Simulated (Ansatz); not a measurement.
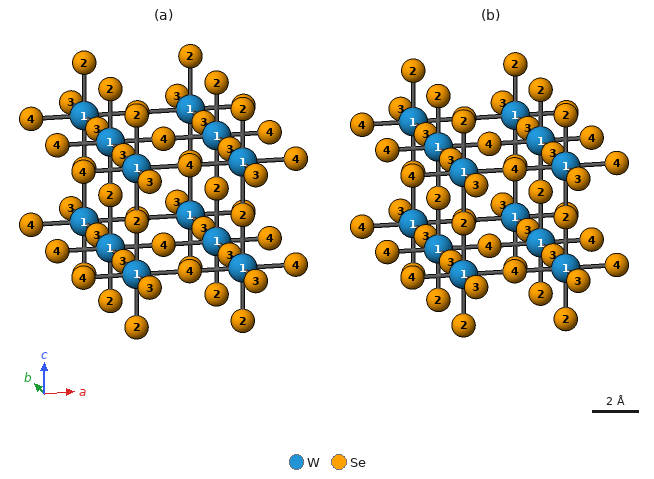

The structure of solid WSe3 (a generated structure, set up in Pm-3m) before (left) and after (right) a relaxation, at one scale.

The picture is a ball-and-stick view of the cell of the calculation, repeated 1 × 2 × 1 with one cell outlined, seen slightly off an axis.

Case: relaxed at 25 GPa.

These are results of Ansatz, DFT PBEsol, scalar-relativistic, plane waves, PAW, not measurements.

Input
```yaml
crystal:
  lattice:
    - [4.7609730756, 0.0, 0.0]
    - [0.0, 4.7609730756, 0.0]
    - [0.0, 0.0, 4.7609730756]
  atoms:
    - { symbol: W, position: [0.0, 0.0, 0.0] }
    - { symbol: Se, position: [0.0, 0.0, 0.5] }
    - { symbol: Se, position: [0.0, 0.5, 0.0] }
    - { symbol: Se, position: [0.5, 0.0, 0.0] }
basis:
  ecutwfc: 420
kpoints:
  mp_grid: { grid: [10, 10, 10] }
hamiltonian:
  xc: pbesol
scf:
  occupations: { method: fermi_dirac, width: 0.15 }
output:
  forces: true
  stress: true
  eigenvalues: true
relax:
  adjacent_minimum: "off"
  f_tol: 0.001
  max_steps: 60
  cell: { stress_tol: 0.02, p_target: 25.0 }
```

Command:
```bash
ansatz run input.yaml --threads 2 --pin off --max-ram 6144MiB --backend cpu --events-out ev --progress --plain --runs-dir out
```

### What changed between the two?

The energy rises by 287 meV per atom in 4 accepted moves (5 points after the start). With the target pressure of 25 GPa, the enthalpy E + pV changes by −170 meV per atom. All forces vanish by symmetry, so only the cell relaxes. Pressure: 8.00 GPa at the start and 25.00 GPa at the end. At 1 point the geometry stayed and the basis and grid were re-selected for the new cell (energy shift of 0.4 meV per atom at most each time). The atoms keep their places relative to the cell (all moves are under 0.005 Å). The volume changes by −10.9 %, with a = b = c 4.761 → 4.582 Å (−3.8 %). Some distances before and after: W1–Se2 2.380 → 2.291 Å. The space group stays Pm-3m (No. 221).
